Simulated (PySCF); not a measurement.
# SbBr (triplet): what the fields show

```xyz
2

Sb    0.0000    0.0000   -0.9870
Br    0.0000    0.0000    1.5120
```

Core potentials replace the inner electrons of Sb.

These are results of PySCF, PBE0/def2-TZVPPD, non-relativistic Hamiltonian with scalar-relativistic core potentials where named, at a bond length of 2.499 Å, not measurements.

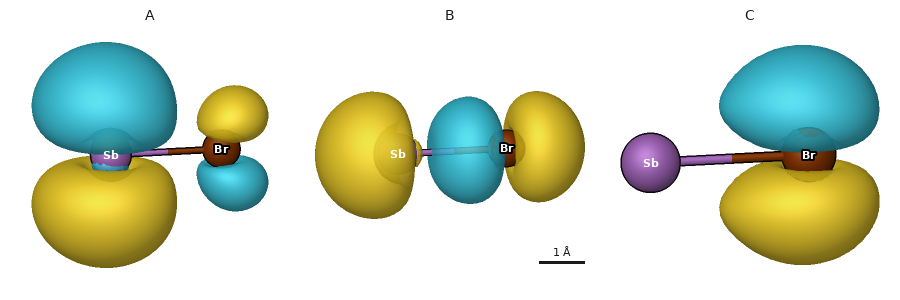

Figure 1. Three frontier β-spin orbitals, each drawn at the value that holds 80 % of its norm (yellow and cyan are the two phases), in no order; of a degenerate pair one member is drawn.

**Name the orbitals and rank them from lowest to highest energy.**

Orbital B: σ, occupied in this spin, −9.27 eV; shared between the atoms (Sb 45 %, Br 55 %).
Orbital C: π, occupied in this spin, −8.66 eV; mainly on Br (90 %).
Orbital A: π, empty in this spin, −3.03 eV; mainly on Sb (90 %).

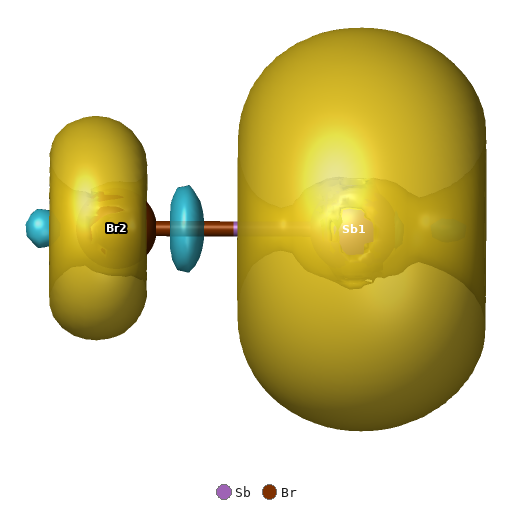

Figure 2. Isosurfaces of the spin density (α minus β) at +0.015 (yellow) and −0.015 e/Å³ (cyan), seen from one side.

**Where is the unpaired spin?**

The unpaired spin (2 electrons) lies mostly on Sb1 (about 1.8) and Br2 (about 0.2), in electrons by Hirshfeld's partition.

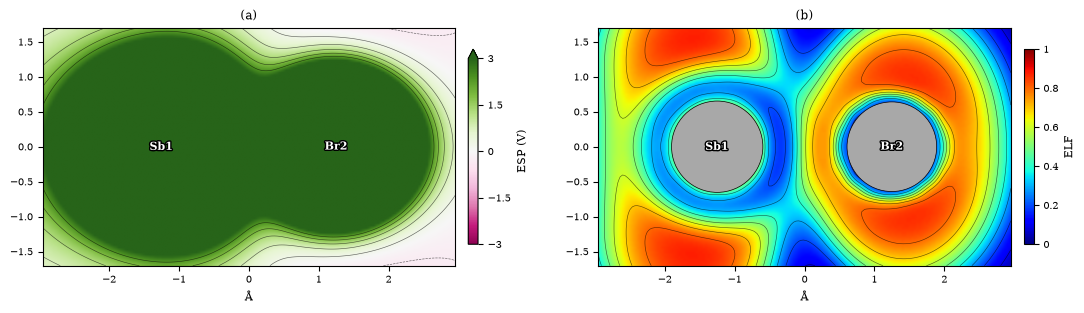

Figure 3. (a) electrostatic potential; (b) ELF on a plane that holds the molecular axis. Grey discs cover the atomic cores in the ELF map.

**What do the fields say about this system?**

The plane passes through Sb and Br nuclei. Sb–Br (2.50 Å): the ELF peaks at about 0.75 in the valence shell of Br, 1.0 Å from its nucleus, and drops to about 0.20 between the two atoms. The ELF also peaks beside Br2, away from the bonds: non-bonding electrons, paired or unpaired. Outside the dense part of the molecule the potential is most negative (−0.3 V) near Br2.
